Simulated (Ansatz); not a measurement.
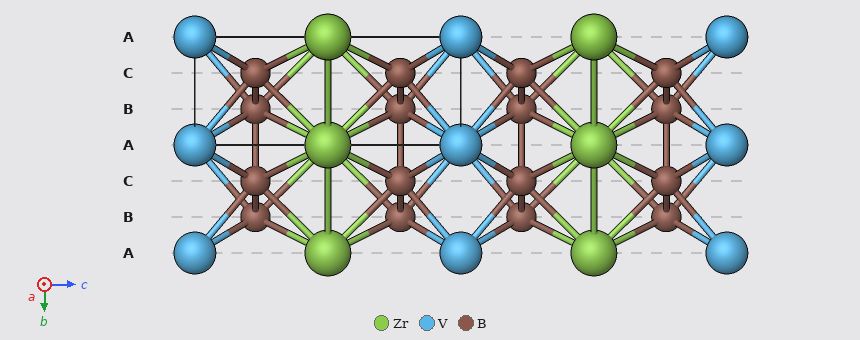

The picture looks along a close-packed row of the hexagonal mesh; c points to the right. The dashed lines mark the three columns A (0, 0), B (1/3, 2/3) and C (2/3, 1/3). The sequence starts with the first layer at or above the cell's origin.

ZrVB₄ (space group P6/mmm, No. 191). Coordinates: coordinates from a relaxation with DFT PBE, scalar-relativistic, plane waves, PAW (Ansatz); the starting structure was generated, so it need not be a known form of this composition.

### Read off the stacking sequence over one period.

V(A) – B(B)+B(C) – Zr(A) – B(B)+B(C) (four layers in 6.58 Å).
